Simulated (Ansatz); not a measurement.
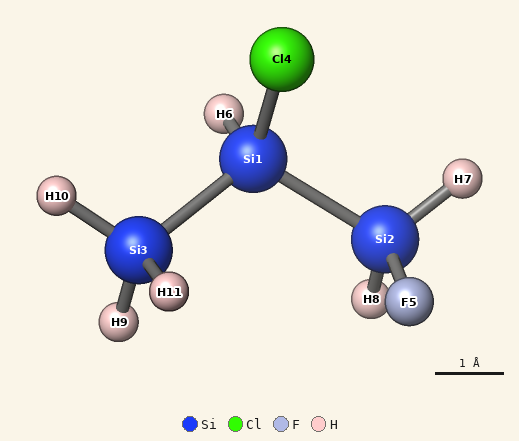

The structure (ball-and-stick view, seen at a tilt; atoms are numbered from 1 in the order of the input).

**Single-point calculation, with input and output: Si3H6ClF**

- system: Si3H6ClF
- method: RKS SPW92 (LDA)/def2-TZVPP (Ansatz 0.2.0)

The geometry comes from this level: PBE0-D4/def2-TZVP.

## What the program printed
```
Functional definition: SPW92
  name "SPW92"
  cite "Dirac, Proc. Camb. Phil. Soc. 26, 376 (1930) doi:10.1017/S0305004100016108"
  cite "Slater, Phys. Rev. 81, 385 (1951) doi:10.1103/PhysRev.81.385"
  cite "Perdew & Wang, Phys. Rev. B 45, 13244 (1992) doi:10.1103/PhysRevB.45.13244"
  exchange = slater_x
  correlation = pw_c
1668 factors; their error is unknown
mean field evaluation 1: about -38818.6975 eV, gradient 3.7e1 eV
mean field evaluation 2: about -38814.9529 eV, gradient 6.8e1 eV
mean field evaluation 4: about -38821.6358 eV, gradient 3.3e0 eV
mean field evaluation 8: about -38821.6037 eV, gradient 1.9e-1 eV
mean field evaluation 16: about -38821.6038 eV, gradient 3.9e-5 eV
mean field -38821.60378679 eV, -1426.6676249364 hartree, gradient 3.9e-5 eV, S^2 0.000000; 0 other end points of the search recorded, 0 dependent functions left out
reference -38821.60383476 eV, -1426.6676266991 hartree; 37, 37 occupied and 246, 246 virtual orbitals, 1668 factors
Total energy: -38821.60383476 eV, -1426.6676266991 hartree
```

This output came from the following input.

## Input file
```yaml
crystal:
  periodic: [false, false, false]
  atoms:
    - {symbol: Si, position_ang: [-0.166507, 0.110683, -1.873081]}
    - {symbol: Si, position_ang: [2.104547, 0.439133, -1.391544]}
    - {symbol: Si, position_ang: [-0.959068, -1.955833, -1.114350]}
    - {symbol: Cl, position_ang: [-1.267563, 1.617430, -0.974195]}
    - {symbol: F, position_ang: [2.374251, 0.068960, 0.146565]}
    - {symbol: H, position_ang: [-0.348999, 0.236387, -3.346063]}
    - {symbol: H, position_ang: [2.515357, 1.849842, -1.605192]}
    - {symbol: H, position_ang: [2.939884, -0.461587, -2.229850]}
    - {symbol: H, position_ang: [-0.160656, -3.038025, -1.751029]}
    - {symbol: H, position_ang: [-2.390388, -2.116734, -1.479443]}
    - {symbol: H, position_ang: [-0.806019, -2.030203, 0.360594]}
basis:
  gaussian: {orbitals: def2-TZVPP}
hamiltonian: {xc: lda}
```

Command:
```bash
ansatz run in.yaml --threads 4 --pin off --events-out ev --progress --plain --max-ram 66560MiB --backend cpu
```

## Summary

```json
{"quantity": "outcome", "value": "converged"}
{"quantity": "total energy", "value": "−38821.6038 eV"}
{"quantity": "SCF solution under orbital rotations", "value": "stable"}
{"quantity": "hardware", "value": "4 CPU threads, shared host"}
{"quantity": "wall time", "value": "1.2 s (CPU time 4 s)"}
{"quantity": "peak memory", "value": "1 GiB"}
```
